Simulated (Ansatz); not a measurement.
# AlO₂ (quartet): wave-function methods side by side at a displaced geometry (v2), cc-pVDZ

How much of the correlation energy of AlO₂ (quartet) does each wave-function method recover here?

The runs use Ansatz 0.2.0, Gaussian basis; cc-pVDZ, core rule «outside noble gas», up to 7 orbitals frozen.

The runs, in order: UHF; CCSD(T) on ROHF; CCSD(T) on UHF; BCCD(T) on ROHF; CISD; CCSDT(Q) on ROHF; CCSDT(Q) on UHF.

38 further runs of the same task are left out: 17 for a known fault of the program, 11 that didn't finish, 10 set aside as unsound or not needed.

## (1) What is computed

The geometry is a PBE0/def2-TZVP stationary point (not a proven minimum) with its atoms shifted at random (size 0.100 Å).

3 atoms, charge 0, spin multiplicity 4.

Atoms are counted from 1 here; the program's logs count them from 0.

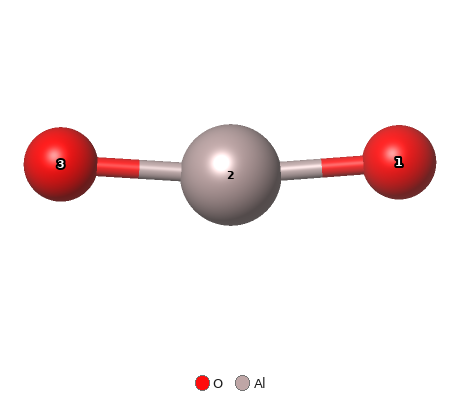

The geometry (oxygen red, aluminium light grey); atoms are numbered from 1 in the order of the file.

In the tables R marks a restricted open-shell determinant and U an unrestricted one; energies count from the table's Hartree-Fock row.

## (2) UHF

in.yaml

```yaml
crystal:
  periodic: [false, false, false]
  atoms:
    - {symbol: O, position_ang: [0.084376, 0.005225, 1.776798]}
    - {symbol: Al, position_ang: [-0.080498, 0.013599, 0.006591]}
    - {symbol: O, position_ang: [-0.003878, -0.018825, -1.783389]}
basis:
  gaussian: {orbitals: cc-pVDZ}
magnetization: {spin_polarized: true, initial_magnetization: 3}
hamiltonian: {xc: hf}
output: {orbitals: {seedname: orbitals}}
```

The run is started by

```console
$ ansatz run in.yaml --threads 1 --pin off --events-out ev --progress --plain --max-ram 2393MiB
```

Standard output, cut to the lines that bear on the results:

```text
Functional definition: HF
  name "HF"
  cite "Fock, Z. Phys. 61, 126 (1930) doi:10.1007/BF01340294"
  parent pbe
[...]
436 factors; integrals over basis functions are off by at most 5.7e-4 eV
[...]
mean field -10654.94611789 eV, -391.5620476505 hartree, gradient 6.1e-6 eV, S^2 3.768618; 9 other end points of the search recorded, 0 dependent functions left out
reference -10654.94611789 eV, -391.5620476505 hartree; 16, 13 occupied and 30, 33 virtual orbitals, 436 factors
Total energy: -10654.94611789 eV, -391.5620476505 hartree
```

Run time: 3.8 s. Hardware: 1 thread of Arm Neoverse V1, shared host.

From the report: ⟨S²⟩ of the determinant 3.769 (pure quartet: 3.75).

## (3) CCSD(T) on ROHF

in.yaml: that of step 2 with these lines changed.

```diff
@@ -8,4 +8,3 @@
   gaussian: {orbitals: cc-pVDZ}
-magnetization: {spin_polarized: true, initial_magnetization: 3}
-hamiltonian: {xc: hf}
-output: {orbitals: {seedname: orbitals}}
+magnetization: {spin_polarized: false, initial_magnetization: 3}
+correlation: {method: ccsd_t, electrons: outside_noble_gas}
```

Launched as before.

Standard output, cut to the lines that bear on the results:

```text
Functional definition: HF
  name "HF"
  cite "Fock, Z. Phys. 61, 126 (1930) doi:10.1007/BF01340294"
  parent pbe
[...]
436 factors; integrals over basis functions are off by at most 5.7e-4 eV
[...]
mean field -10654.69050971 eV, -391.5526542231 hartree, gradient 2.8e-10 eV, S^2 3.750000; 32 other end points of the search recorded, 0 dependent functions left out
[...]
determinant -10654.69050971 eV, -391.5526542231 hartree, with singles and doubles -10664.50070983 eV, -391.9131724281 hartree
determinant -10654.69050896 eV, -391.5526541957 hartree, with singles and doubles -10664.50028239 eV, -391.9131567199 hartree
determinant -10654.68147829 eV, -391.5523223246 hartree, with singles and doubles -10664.51902446 eV, -391.9138454781 hartree
determinant -10654.68128869 eV, -391.5523153569 hartree, with singles and doubles -10664.51892151 eV, -391.9138416949 hartree
[...]
determinant -10654.69050896 eV, -391.5526541957 hartree, with singles and doubles -10664.50694366 eV, -391.9134015171 hartree
determinant -10654.68147829 eV, -391.5523223246 hartree, with singles and doubles -10664.52541206 eV, -391.9140802182 hartree
determinant -10654.68128869 eV, -391.5523153569 hartree, with singles and doubles -10664.52529706 eV, -391.9140759921 hartree
determinant -10654.65136952 eV, -391.5512158477 hartree, with singles and doubles -10664.48541058 eV, -391.9126101909 hartree
[...]
7 core orbitals not correlated: weight in the atoms' cores, before any rotation towards them, 1.000 or more for the frozen orbitals, at most 0.000 for the correlated occupied ones
reference -10654.68147829 eV, -391.5523223246 hartree; 9, 6 occupied and 30, 33 virtual orbitals, 436 factors
second order -8.96087598 eV of doubles, -0.16183417 eV of singles
cycle   1  -9.84393939 eV  change   -5.6e-6 eV  update   4.4e-6
perturbative correction -0.24017055 eV, -0.0088261049 hartree
Total energy: -10664.76558823 eV, -391.9229065296 hartree
```

Wall time 27 s (1 thread of Arm Neoverse V1, shared host).

From the report: correlation -10.0841 eV; T1 0.029; largest double amplitude 0.04.

## (4) CCSD(T) on UHF

in.yaml: that of step 3 with these lines changed.

```diff
@@ -8,3 +8,3 @@
   gaussian: {orbitals: cc-pVDZ}
-magnetization: {spin_polarized: false, initial_magnetization: 3}
+magnetization: {spin_polarized: true, initial_magnetization: 3}
 correlation: {method: ccsd_t, electrons: outside_noble_gas}
```

The command is unchanged.

Standard output, cut to the lines that bear on the results:

```text
Functional definition: HF
  name "HF"
  cite "Fock, Z. Phys. 61, 126 (1930) doi:10.1007/BF01340294"
  parent pbe
[...]
436 factors; integrals over basis functions are off by at most 5.7e-4 eV
[...]
mean field -10654.94611789 eV, -391.5620476505 hartree, gradient 7.3e-10 eV, S^2 3.768618; 33 other end points of the search recorded, 0 dependent functions left out
determinant -10654.94611789 eV, -391.5620476505 hartree, with singles and doubles -10664.50892262 eV, -391.9134742425 hartree
determinant -10654.93675419 eV, -391.5617035408 hartree, with singles and doubles -10664.52701223 eV, -391.9141390235 hartree
determinant -10654.93653761 eV, -391.5616955819 hartree, with singles and doubles -10664.52692094 eV, -391.9141356684 hartree
determinant -10654.90534677 eV, -391.5605493395 hartree, with singles and doubles -10664.48840254 eV, -391.9127201434 hartree
[...]
determinant -10654.94611789 eV, -391.5620476505 hartree, with singles and doubles -10664.51356094 eV, -391.9136446976 hartree
determinant -10654.93675419 eV, -391.5617035408 hartree, with singles and doubles -10664.53276635 eV, -391.9143504835 hartree
determinant -10654.93653761 eV, -391.5616955819 hartree, with singles and doubles -10664.53266006 eV, -391.9143465773 hartree
determinant -10654.90534677 eV, -391.5605493395 hartree, with singles and doubles -10664.49294762 eV, -391.9128871722 hartree
7 core orbitals not correlated: weight in the atoms' cores, before any rotation towards them, 1.000 or more for the frozen orbitals, at most 0.000 for the correlated occupied ones
reference -10654.93675419 eV, -391.5617035408 hartree; 9, 6 occupied and 30, 33 virtual orbitals, 436 factors
second order -8.84547387 eV of doubles, -0.00000000 eV of singles
cycle   1  -9.59601685 eV  change   -4.7e-6 eV  update   3.8e-6
perturbative correction -0.23223250 eV, -0.0085343868 hartree
Total energy: -10664.76500353 eV, -391.9228850423 hartree
```

Run time: 27 s. Hardware: 1 thread of Arm Neoverse V1, shared host.

From the report: ⟨S²⟩ of the determinant 3.768 (pure quartet: 3.75); correlation -9.8282 eV; T1 0.025; largest double amplitude 0.04.

## (5) BCCD(T) on ROHF

in.yaml: that of step 4 with these lines changed.

```diff
@@ -8,3 +8,3 @@
   gaussian: {orbitals: cc-pVDZ}
-magnetization: {spin_polarized: true, initial_magnetization: 3}
-correlation: {method: ccsd_t, electrons: outside_noble_gas}
+magnetization: {spin_polarized: false, initial_magnetization: 3}
+correlation: {method: bccd_t, electrons: outside_noble_gas}
```

Same command.

Standard output, cut to the lines that bear on the results:

```text
Functional definition: HF
  name "HF"
  cite "Fock, Z. Phys. 61, 126 (1930) doi:10.1007/BF01340294"
  parent pbe
[...]
436 factors; integrals over basis functions are off by at most 5.7e-4 eV
[...]
mean field -10654.69050971 eV, -391.5526542231 hartree, gradient 2.8e-10 eV, S^2 3.750000; 32 other end points of the search recorded, 0 dependent functions left out
[...]
determinant -10654.69050971 eV, -391.5526542231 hartree, with singles and doubles -10664.50070983 eV, -391.9131724281 hartree
determinant -10654.69050896 eV, -391.5526541957 hartree, with singles and doubles -10664.50028239 eV, -391.9131567199 hartree
determinant -10654.68147829 eV, -391.5523223246 hartree, with singles and doubles -10664.51902446 eV, -391.9138454781 hartree
determinant -10654.68128869 eV, -391.5523153569 hartree, with singles and doubles -10664.51892151 eV, -391.9138416949 hartree
[...]
determinant -10654.68147829 eV, -391.5523223246 hartree, with singles and doubles -10664.52541206 eV, -391.9140802182 hartree
determinant -10654.68128869 eV, -391.5523153569 hartree, with singles and doubles -10664.52529706 eV, -391.9140759921 hartree
determinant -10654.65136952 eV, -391.5512158477 hartree, with singles and doubles -10664.48541058 eV, -391.9126101909 hartree
[...]
7 core orbitals not correlated: weight in the atoms' cores, before any rotation towards them, 1.000 or more for the frozen orbitals, at most 0.000 for the correlated occupied ones
reference -10654.68147829 eV, -391.5523223246 hartree; 9, 6 occupied and 30, 33 virtual orbitals, 436 factors
second order -8.96087598 eV of doubles, -0.16183417 eV of singles
cycle   1  -9.80708132 eV  change    3.7e-2 eV  update   1.8e-2
[...]
cycle  14  -9.80860782 eV  change    3.9e-7 eV  update   9.1e-6
perturbative correction -0.27363873 eV, -0.0100560377 hartree
Total energy: -10664.76372484 eV, -391.9228380512 hartree
```

Wall time 26 s (1 thread of Arm Neoverse V1, shared host).

From the report: correlation -10.0822 eV; largest double amplitude 0.04.

## (6) CISD

in.yaml: that of step 5 with these lines changed.

```diff
@@ -9,2 +9,2 @@
 magnetization: {spin_polarized: false, initial_magnetization: 3}
-correlation: {method: bccd_t, electrons: outside_noble_gas}
+correlation: {active_space: {ras: {orbitals: [6, 3, 30], electrons: 15, max_holes: 2, max_particles: 2}, fixed_orbitals: true}}
```

Same command.

Standard output, cut to the lines that bear on the results:

```text
Functional definition: HF
  name "HF"
  cite "Fock, Z. Phys. 61, 126 (1930) doi:10.1007/BF01340294"
  parent pbe
[...]
436 factors; integrals over basis functions are off by at most 5.7e-4 eV
[...]
mean field -10654.69050971 eV, -391.5526542231 hartree, gradient 2.8e-10 eV, S^2 3.750000; 19 other end points of the search recorded, 0 dependent functions left out
reference -10654.69050971 eV, -391.5526542231 hartree; 16, 13 occupied and 30, 33 virtual orbitals, 436 factors
state -10663.70936851 eV, -391.8840911710 hartree
Total energy: -10663.70936851 eV, -391.8840911710 hartree
```

It took 32 s on 1 thread of Arm Neoverse V1, shared host.

From the report: 426,214 determinants.

## (7) CCSDT(Q) on ROHF

in.yaml: that of step 6 with these lines changed.

```diff
@@ -9,2 +9,2 @@
 magnetization: {spin_polarized: false, initial_magnetization: 3}
-correlation: {active_space: {ras: {orbitals: [6, 3, 30], electrons: 15, max_holes: 2, max_particles: 2}, fixed_orbitals: true}}
+correlation: {method: ccsdt_q, electrons: outside_noble_gas}
```

Launched as before.

Standard output, cut to the lines that bear on the results:

```text
Functional definition: HF
  name "HF"
  cite "Fock, Z. Phys. 61, 126 (1930) doi:10.1007/BF01340294"
  parent pbe
[...]
770 factors; integrals over basis functions are off by at most 9.7e-8 eV
[...]
mean field -10654.69066358 eV, -391.5526598780 hartree, gradient 3.6e-10 eV, S^2 3.750000; 32 other end points of the search recorded, 0 dependent functions left out
[...]
determinant -10654.69066358 eV, -391.5526598780 hartree, with singles and doubles -10664.50088138 eV, -391.9131787323 hartree
determinant -10654.69066282 eV, -391.5526598499 hartree, with singles and doubles -10664.50044897 eV, -391.9131628415 hartree
determinant -10654.68163280 eV, -391.5523280029 hartree, with singles and doubles -10664.51919290 eV, -391.9138516683 hartree
determinant -10654.68144318 eV, -391.5523210343 hartree, with singles and doubles -10664.51908988 eV, -391.9138478823 hartree
[...]
determinant -10654.68163280 eV, -391.5523280029 hartree, with singles and doubles -10664.52558082 eV, -391.9140864200 hartree
determinant -10654.68144318 eV, -391.5523210343 hartree, with singles and doubles -10664.52546540 eV, -391.9140821784 hartree
determinant -10654.65152159 eV, -391.5512214363 hartree, with singles and doubles -10664.48557636 eV, -391.9126162832 hartree
[...]
7 core orbitals not correlated: weight in the atoms' cores, before any rotation towards them, 1.000 or more for the frozen orbitals, at most 0.000 for the correlated occupied ones
reference -10654.68163280 eV, -391.5523280029 hartree; 9, 6 occupied and 30, 33 virtual orbitals, 770 factors
second order -8.96090098 eV of doubles, -0.16183308 eV of singles
cycle   1  -9.46668568 eV  change   -3.4e-1 eV  update   1.1e-1
[...]
cycle  58  -10.12446340 eV  change   -5.8e-7 eV  update   8.7e-7
perturbative correction -0.02592005 eV, -0.0009525444 hartree
Total energy: -10664.83201626 eV, -391.9253477148 hartree
```

Wall time 2 min (1 thread of Arm Neoverse V1, shared host); peak memory 0.82 GiB.

From the report: correlation -10.1504 eV; T1 0.032; largest double amplitude 0.07.

## (8) CCSDT(Q) on UHF

in.yaml: that of step 7 with these lines changed.

```diff
@@ -8,3 +8,3 @@
   gaussian: {orbitals: cc-pVDZ}
-magnetization: {spin_polarized: false, initial_magnetization: 3}
+magnetization: {spin_polarized: true, initial_magnetization: 3}
 correlation: {method: ccsdt_q, electrons: outside_noble_gas}
```

The command is unchanged.

Standard output, cut to the lines that bear on the results:

```text
Functional definition: HF
  name "HF"
  cite "Fock, Z. Phys. 61, 126 (1930) doi:10.1007/BF01340294"
  parent pbe
[...]
770 factors; integrals over basis functions are off by at most 9.7e-8 eV
[...]
mean field -10654.94626946 eV, -391.5620532207 hartree, gradient 8.5e-10 eV, S^2 3.768618; 33 other end points of the search recorded, 0 dependent functions left out
determinant -10654.94626946 eV, -391.5620532207 hartree, with singles and doubles -10664.50909419 eV, -391.9134805475 hartree
determinant -10654.93690648 eV, -391.5617091377 hartree, with singles and doubles -10664.52718050 eV, -391.9141452073 hartree
determinant -10654.93668989 eV, -391.5617011779 hartree, with singles and doubles -10664.52708907 eV, -391.9141418474 hartree
determinant -10654.90549652 eV, -391.5605548429 hartree, with singles and doubles -10664.48856790 eV, -391.9127262202 hartree
[...]
determinant -10654.93690648 eV, -391.5617091377 hartree, with singles and doubles -10664.53293455 eV, -391.9143566647 hartree
determinant -10654.93668989 eV, -391.5617011779 hartree, with singles and doubles -10664.53282831 eV, -391.9143527604 hartree
determinant -10654.90549652 eV, -391.5605548429 hartree, with singles and doubles -10664.49311297 eV, -391.9128932486 hartree
7 core orbitals not correlated: weight in the atoms' cores, before any rotation towards them, 1.000 or more for the frozen orbitals, at most 0.000 for the correlated occupied ones
reference -10654.93690648 eV, -391.5617091377 hartree; 9, 6 occupied and 30, 33 virtual orbitals, 770 factors
second order -8.84550046 eV of doubles, -0.00000000 eV of singles
cycle   1  -9.22427619 eV  change   -3.8e-1 eV  update   1.0e-1
[...]
cycle   9  -9.87081266 eV  change   -2.9e-7 eV  update   4.4e-7
perturbative correction -0.03145484 eV, -0.0011559440 hartree
Total energy: -10664.83917398 eV, -391.9256107561 hartree
```

Run time: 2.9 min. Hardware: 1 thread of Arm Neoverse V1, shared host; peak memory 1.1 GiB.

From the report: ⟨S²⟩ of the determinant 3.768 (pure quartet: 3.75); correlation -9.9023 eV; T1 0.028; largest double amplitude 0.07.

## (9) The ladder

The yardstick is UCCSDT(Q), where the cluster series has nearly closed. Rows without a time come out of other runs: HF, MP2 and CCSD of CCSD(T), CCSDT of CCSDT(Q).

Differences are taken before rounding.

```csv
method,energy from the lowest RHF (kcal/mol),from UCCSDT(Q) (kcal/mol),time
RHF,0.00,+234.03,
UHF,-5.89,+228.14,3.8 s
RMP2,-210.17,+23.87,
UMP2,-209.66,+24.37,
CISD,-207.98,+26.05,32 s
RCCSD,-226.80,+7.24,
UCCSD,-226.97,+7.07,
RCCSD(T),-232.34,+1.70,27 s
UCCSD(T),-232.32,+1.71,27 s
BCCD(T),-232.29,+1.74,26 s
RCCSDT,-233.27,+0.76,
UCCSDT,-233.31,+0.73,
RCCSDT(Q),-233.87,+0.17,2 min
UCCSDT(Q),-234.03,0,2.9 min
```

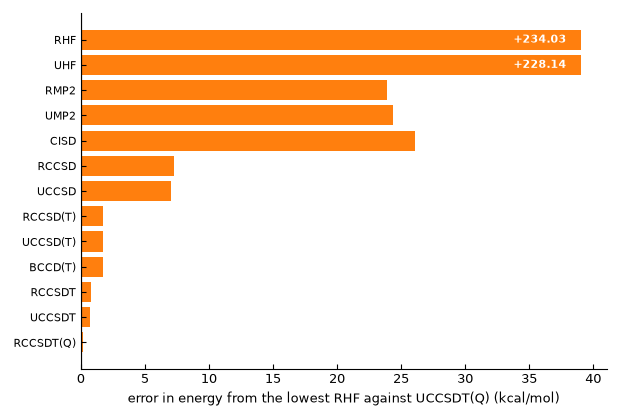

Error of each method against UCCSDT(Q). Bars with a number in them are cut short.

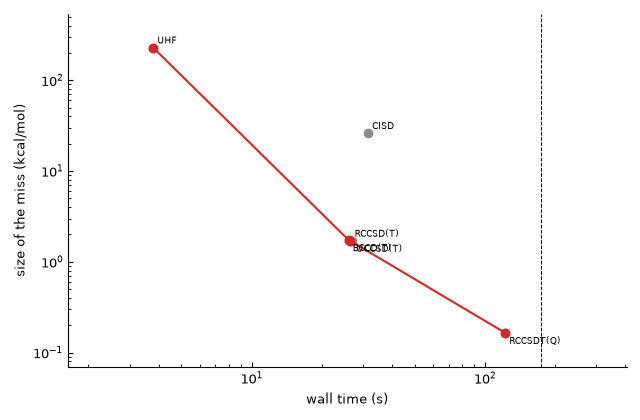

Accuracy for the time spent; red marks the levels that beat every quicker one drawn (of those quicker than the yardstick), and the dashed line is the time of UCCSDT(Q). Times are from a shared host.

## (10) Outcome

| quantity | value |
| --- | --- |
| UCCSDT(Q) below the RHF energy | -10.1487 eV |
| RMP2 from UCCSDT(Q) | +23.87 kcal/mol |
| UMP2 from UCCSDT(Q) | +24.37 kcal/mol |
| RCCSD from UCCSDT(Q) | +7.24 kcal/mol |
| RCCSD(T) from UCCSDT(Q) | +1.70 kcal/mol |
| UCCSD(T) from UCCSDT(Q) | +1.71 kcal/mol |
| RCCSDT(Q) from UCCSDT(Q) | +0.17 kcal/mol |
| levels within 1 kcal/mol (43 meV) | RCCSDT, UCCSDT, RCCSDT(Q) |
| T1 diagnostic | 0.029 |

In words: RCCSD(T) lands +1.70 kcal/mol from the yardstick (0.7 % of the correlation energy). Coupled cluster took another determinant than the lowest Hartree-Fock one. These misses are within one basis, not against nature; the frozen cores of restricted and unrestricted runs differ, which can shift their rows.

RCCSDT(Q) reaches 0.17 kcal/mol from the reference in 2 min, where UCCSDT(Q) took 2.9 min; the quickest level in the cost chart, UHF, takes 3.8 s and misses by 228.14 kcal/mol.
